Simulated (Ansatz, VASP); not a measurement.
# SnSO: VASP beside Ansatz, part 2 of 2

Wanted: the spread between two codes on one cell, functional and k mesh. The cell is invented: As first built, before any earlier steps moved the atoms (in the runner's words): it takes the SnSeS structure with some of its atoms replaced by other elements, volume scaled by an estimate. It may not be a known or stable phase. The cell is taken from a series of VASP runs on this material, whose earlier steps may have relaxed, scaled or displaced it; both programs get it as it stands. Other levels of theory on this material are compared in a session of their own. Valence electrons are named where the data sets of a main pair hold unlike numbers.

VASP 6.6.1 and Ansatz 0.2.0.

So far. Step 2 (VASP: band structure, PBE): The run ends at a pressure of 0.06 GPa, with forces up to 0.024 eV/Å.

## (6) VASP: band structure, r2SCAN

Level of this step: r2SCAN; plane waves and PAW (Sn_d, S, O); invented cell (VASP).

The same path points are solved in both programs, so levels can be compared one by one.

INCAR reads:

```
SYSTEM = SnSO
PREC = Accurate
ENCUT = 520
EDIFF = 1E-06
NELM = 100
ISMEAR = 0
SIGMA = 0.02
LREAL = .FALSE.
ALGO = Normal
METAGGA = R2SCAN
LASPH = .TRUE.
LORBIT = 11
LWAVE = .FALSE.
LCHARG = .FALSE.
KPAR = 4
```

POSCAR reads:

```
SnSO
1.0
    3.4671176086      0.0000000000      0.0000000000
   -1.7335588043      3.0026124474      0.0000000000
    0.0000000000      0.0000000000      5.9579538463
Sn S O
1 1 1
Direct
    0.3333333300      0.6666666700      0.9673317131
    0.6666666700      0.3333333300      0.2244465511
    0.0000000000      0.0000000000      0.8082227358
```

KPOINTS reads:

```
Automatic mesh
0
Gamma
5 5 3
0 0 0
```

KPOINTS_OPT reads:

```
Line mode
16
Line-mode
Reciprocal
  0.00000000   0.00000000   0.00000000 GAMMA
  0.50000000   0.00000000   0.00000000 M

  0.50000000   0.00000000   0.00000000 M
  0.33333333   0.33333333   0.00000000 K

  0.33333333   0.33333333   0.00000000 K
  0.00000000   0.00000000   0.00000000 GAMMA

  0.00000000   0.00000000   0.00000000 GAMMA
  0.00000000   0.00000000   0.50000000 A

  0.00000000   0.00000000   0.50000000 A
  0.50000000   0.00000000   0.50000000 L

  0.50000000   0.00000000   0.50000000 L
  0.33333333   0.33333333   0.50000000 H

  0.33333333   0.33333333   0.50000000 H
  0.00000000   0.00000000   0.50000000 A

  0.50000000   0.00000000   0.50000000 L
  0.50000000   0.00000000   0.00000000 M

  0.33333333   0.33333333   0.00000000 K
  0.33333333   0.33333333   0.50000000 H
```

PAW data sets: Sn_d, S and O (PBE family, release 64).

Command:

```bash
mpirun -np 4 vasp_std
```

Numbers of over 12 decimals in the logs are rounded to 6 here.

The program printed:

```text
[banner, memory and clock lines left out]
running    4 mpi-ranks, on    1 nodes
[...]
|                                                                             |
|               ----> ADVICE to this user running VASP <----                  |
|                                                                             |
|     You enforced a specific xc type in the INCAR file but a different       |
|     [... a line on the potential file left out ...]
|     I HOPE YOU KNOW WHAT YOU ARE DOING!                                     |
|                                                                             |

 LDA part: xc-table for (None), standard interpolation
 POSCAR, INCAR and KPOINTS ok, starting setup
[...]
entering main loop
       N       E                     dE             d eps       ncg     rms          rms(c)
DAV:   1     0.198963024668E+03    0.19896E+03   -0.14030E+04   416   0.198E+03
DAV:   2    -0.228347358593E+02   -0.22180E+03   -0.21673E+03   456   0.465E+02
[...]
DAV:  15    -0.413263402427E+02   -0.75252E-08   -0.21702E-07   283   0.532E-03
   1 F= -.41326340E+02 E0= -.41326340E+02  d E =-.781752E-33
 Start KPOINTS_OPT (optional k-point list driver)
k-point batch [1-12\144]
       N       E                     dE             ncg
DAV:   1     0.227482065786E+03   -0.34341E+04      408
DAV:   2    -0.241053975928E+04   -0.26380E+04      472
DAV:   3    -0.269522318316E+04   -0.28468E+03      540
DAV:   4    -0.270303743835E+04   -0.78143E+01      486
DAV:   5    -0.270323061962E+04   -0.19318E+00      630
DAV:   6    -0.270323566218E+04   -0.50426E-02      571
DAV:   7    -0.270323585582E+04   -0.19364E-03      638
DAV:   8    -0.270323585722E+04   -0.14060E-05      419
DAV:   9    -0.270323585738E+04   -0.15319E-06      462
[...]
k-point batch [133-144\144]
       N       E                     dE             ncg
DAV:   1     0.361120795824E+02   -0.12232E+05      408
DAV:   2    -0.255723545834E+04   -0.25933E+04      465
DAV:   3    -0.281798912196E+04   -0.26075E+03      534
DAV:   4    -0.282465846380E+04   -0.66693E+01      478
DAV:   5    -0.282483561936E+04   -0.17716E+00      611
DAV:   6    -0.282483992882E+04   -0.43095E-02      599
DAV:   7    -0.282483997436E+04   -0.45541E-04      639
DAV:   8    -0.282483997507E+04   -0.70892E-06      435
```

OUTCAR, selected parts (step 6):

```text
  Total       -1.2880545     -1.2880549     -1.1595138      0.0000000      0.0000000     -0.0000000
  in kB      -33.2720709    -33.2720824    -29.9517024      0.0000000      0.0000000     -0.0000000
  external PRESSURE =     -32.1652852 kB  Pullay stress =       0.0000000 kB

 POSITION                                       TOTAL-FORCE (eV/Angst)
 -----------------------------------------------------------------------------------
     -0.00000      2.00174      5.76332        -0.000000     -0.000000     -0.025706
      1.73356      1.00087      1.33724         0.000000      0.000000     -0.344093
      0.00000      0.00000      4.81535         0.000000      0.000000      0.369799
 -----------------------------------------------------------------------------------
    total drift:                               -0.000004      0.000014     -0.003401

  FREE ENERGIE OF THE ION-ELECTRON SYSTEM (eV)
  ---------------------------------------------------
  free  energy   TOTEN  =       -41.3263402427 eV

  energy  without entropy=      -41.3263402427  energy(sigma->0) =      -41.32634024

[... 2 parts as in an earlier step ...]

[... 1 further part left out ...]
[key lines of the parts left out:]
E-fermi :   3.5616
```

At this level the cell is under a tension of 3.2 GPa, so at these settings it is away from equilibrium.

## (7) Ansatz: band structure, r2SCAN

The same cell, functional, mesh and smearing now go to Ansatz, which takes its cutoff from its data sets.

The cell is taken from a series of VASP runs on this material, whose earlier steps may have relaxed, scaled or displaced it; both programs get it as it stands.

input.yaml reads:

```yaml
crystal:
  lattice:
    - [3.4671176086, 0.0, 0.0]
    - [-1.7335588043, 3.0026124474, 0.0]
    - [0.0, 0.0, 5.9579538463]
  atoms:
    - { symbol: Sn, position: [0.33333333, 0.66666667, 0.9673317131] }
    - { symbol: S, position: [0.66666667, 0.33333333, 0.2244465511] }
    - { symbol: O, position: [0.0, 0.0, 0.8082227358] }
hamiltonian:
  xc: r2scan
  pseudopotentials: { kind: paw }
kpoints:
  mp_grid: { grid: [5, 5, 3] }
  band_path:
    path:
      - [0.0, 0.0, 0.0]
      - [0.13333, 0.0, 0.0]
      - [0.3, 0.0, 0.0]
      - [0.46667, 0.0, 0.0]
      - [0.46667, 0.06667, 0.0]
      - [0.41111, 0.17778, 0.0]
      - [0.35556, 0.28889, 0.0]
      - [0.28889, 0.28889, 0.0]
      - [0.17778, 0.17778, 0.0]
      - [0.06667, 0.06667, 0.0]
      - [0.0, 0.0, 0.03333]
      - [0.0, 0.0, 0.2]
      - [0.0, 0.0, 0.36667]
      - [0.0, 0.0, 0.46667]
      - [0.0, 0.0, 0.5]
      - [0.16667, 0.0, 0.5]
      - [0.3, 0.0, 0.5]
      - [0.46667, 0.0, 0.5]
      - [0.46667, 0.06667, 0.5]
      - [0.41111, 0.17778, 0.5]
      - [0.35556, 0.28889, 0.5]
      - [0.28889, 0.28889, 0.5]
      - [0.17778, 0.17778, 0.5]
      - [0.06667, 0.06667, 0.5]
      - [0.5, 0.0, 0.46667]
      - [0.5, 0.0, 0.3]
      - [0.5, 0.0, 0.13333]
      - [0.33333, 0.33333, 0.0]
      - [0.33333, 0.33333, 0.16667]
      - [0.33333, 0.33333, 0.33333]
      - [0.33333, 0.33333, 0.5]
    npoints: 1
scf:
  occupations: { method: gaussian, width: 0.02 }
  n_extra_bands: 7
output:
  forces: true
  stress: true
  eigenvalues: true
```

Command:

```bash
ansatz run input.yaml --threads 2 --pin off --max-ram 4608MiB --backend cpu --events-out ev --progress --plain --runs-dir out
```

The program printed:

```text
[...]
Crystal: 3 atoms, lattice volume = 62.025 Å³
Basis set: ecut = 500 eV, 1581 PW (Γ), exchange–correlation on 108×108×180 points (64 copies of the dense FFT grid, shifted against one another)
Bands: 20, of which v1, the nominal top of the filled ones, is band 13 counted from 1 (12 counted from 0)
Symmetry: 6 space group operations
[...]
k-point 0: bands = [... 9 lower, 2.6651, 4.0187, 5.3599, 5.3599, 6.2244, 10.6198, 12.7519, 12.7519, ... 3 higher]
  k-point 1: bands = [... 9 lower, 2.6649, 3.5253, 5.3659, 5.3659, 6.8575, 10.5675, 12.7137, 12.7137, ... 3 higher]
  k-point 2: bands = [... 9 lower, 2.2789, 3.5249, 4.1924, 5.0724, 7.5392, 10.5314, 13.0116, 13.5563, ... 3 higher]
  k-point 11: bands = [... 9 lower, 1.0640, 2.3581, 3.9874, 4.3496, 8.3830, 11.9895, 12.7633, 13.2270, ... 3 higher]
[key lines of the parts left out:]
SCF converged after 7 iterations
Free energy (F): -7513.018605 eV
Fermi energy:    5.795484 eV
P = ⅓ Tr σ = -3.4096 GPa (-34.096 kbar)
```

Wall time 3.8 s (2 threads of Arm Neoverse V2, shared host); peak memory 0.45 GiB; 7.2 s of CPU time.

## (8) Comparison

What differs besides the data sets and the points named for the pairs above, as far as they apply: VASP keeps PBE cores, Ansatz makes them for the functional; the cutoff is 500 eV in Ansatz and 520 eV in VASP. Total energies have different zeros and are not compared.

Compared:

| quantity | Ansatz | VASP | difference |
| --- | --- | --- | --- |
| pressure (GPa) | -3.41 | -3.22 | -0.19 |
| gap over the path points (eV) | 0.857 | 0.841 | +0.015 |

Forces (eV/Å; atoms numbered as in POSCAR):

| atom | Ansatz x, y, z | VASP x, y, z |
| --- | --- | --- |
| Sn1 | 0.000, 0.000, -0.107 | 0.000, 0.000, -0.026 |
| S2 | 0.000, 0.000, -0.333 | 0.000, 0.000, -0.344 |
| O3 | 0.000, 0.000, 0.440 | 0.000, 0.000, 0.370 |

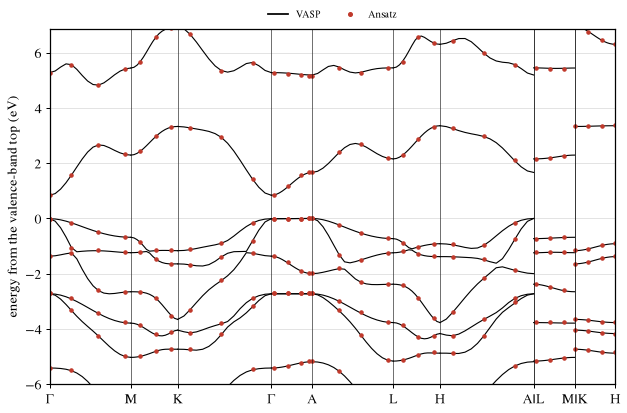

Bands from VASP (lines) and levels from Ansatz (dots). Dots without a line are higher empty bands that the VASP plot leaves out.

Levels at points of the path, from each program's valence-band top (eV; 4 filled, then empty):

| k (reciprocal lattice) | Ansatz | VASP |
| --- | --- | --- |
| 0.000 0.000 0.000 | -2.70 -1.35 -0.01 -0.01 0.86 5.25 | -2.73 -1.36 -0.01 -0.01 0.84 5.28 |
| 0.133 0.000 0.000 | -2.89 -1.23 -1.05 -0.16 1.59 5.55 | -2.91 -1.25 -1.05 -0.16 1.57 5.57 |
| 0.300 0.000 0.000 | -3.42 -2.61 -1.16 -0.49 2.68 4.82 | -3.44 -2.61 -1.17 -0.50 2.66 4.83 |
| 0.467 0.000 0.000 | -3.76 -2.65 -1.22 -0.67 2.32 5.41 | -3.78 -2.66 -1.23 -0.68 2.32 5.42 |
| 0.467 0.067 0.000 | -3.86 -2.65 -1.21 -0.86 2.44 5.67 | -3.88 -2.66 -1.22 -0.87 2.43 5.68 |
| 0.411 0.178 0.000 | -4.20 -2.89 -1.47 -1.15 2.98 6.56 | -4.21 -2.89 -1.47 -1.17 2.97 6.56 |
| 0.356 0.289 0.000 | -4.12 -3.51 -1.64 -1.15 3.31 6.91 | -4.12 -3.52 -1.64 -1.16 3.31 6.92 |
| 0.289 0.289 0.000 | -4.14 -3.30 -1.67 -1.12 3.29 6.67 | -4.14 -3.30 -1.68 -1.13 3.28 6.67 |
| 0.178 0.178 0.000 | -3.80 -2.24 -1.39 -0.89 2.95 5.35 | -3.81 -2.25 -1.39 -0.90 2.94 5.36 |
| 0.067 0.067 0.000 | -2.87 -1.25 -0.81 -0.16 1.44 5.62 | -2.89 -1.26 -0.81 -0.16 1.42 5.65 |

The forces differ by 36 meV/Å r.m.s., which is 21.3 % of the r.m.s. force of 0.169 eV/Å (both taken over all components). Among the levels compared at these points, filled levels agree within 23 meV and empty ones within 29 meV.

## (9) What the set-up changes

Further runs change the set-up of one program: Ansatz's method, potentials or start, or VASP's data sets, cutoff or form of LDA. The table gives Ansatz less VASP for each quantity, since a change that brings one quantity closer may part another.

| run | r.m.s. force difference (meV/Å) | pressure (GPa) | gap over the path points (eV) |
| --- | --- | --- | --- |
| as above | 36 | -0.19 | 0.015 |
| cores kept as stored | 35 | -0.20 | 0.015 |
| Ansatz's larger PAW set (cutoff 900 eV) | 35 | -0.16 | 0.019 |
| norm-conserving potentials (cutoff 1290 eV) | 36 | -0.25 | 0.027 |

## (10) Outcome

| Property | Result |
| --- | --- |
| r.m.s. force difference (band structure, PBE) | 27 meV/Å |
| r.m.s. force difference (band structure, r2SCAN) | 36 meV/Å |

**Reading.** The r.m.s. force difference is 36 meV/Å (band structure, r2SCAN), beyond the 12 meV/Å picked in this series as the mark of a large difference. Band structure, PBE, norm-conserving potentials (cutoff 1240 eV): the difference in pressure goes from -0.053 to -0.074 GPa; the difference in gap over the path points goes from 0.023 to 0.032 eV. Band structure, r2SCAN, Ansatz's larger PAW set (cutoff 900 eV): the difference in gap over the path points goes from 0.015 to 0.019 eV. Band structure, r2SCAN, norm-conserving potentials (cutoff 1290 eV): the difference in pressure goes from -0.19 to -0.25 GPa; the difference in gap over the path points goes from 0.015 to 0.027 eV. 12 further runs of this series are not shown here. How closely two codes agree says nothing of how well the functional describes the real material.

[Lines on the potential files, build, host, timing and source positions are cut from VASP's logs without a mark.]

[Logs are printed without paths, hosts, clocks, repeated set-up lines and the standing remarks that a program may print on its own settings, such as how far it seeks lower states.]

[Hosts, paths, dates, database ids (printed as entryN), source tags and the programs' standing remarks are cut or masked in the printed files.]
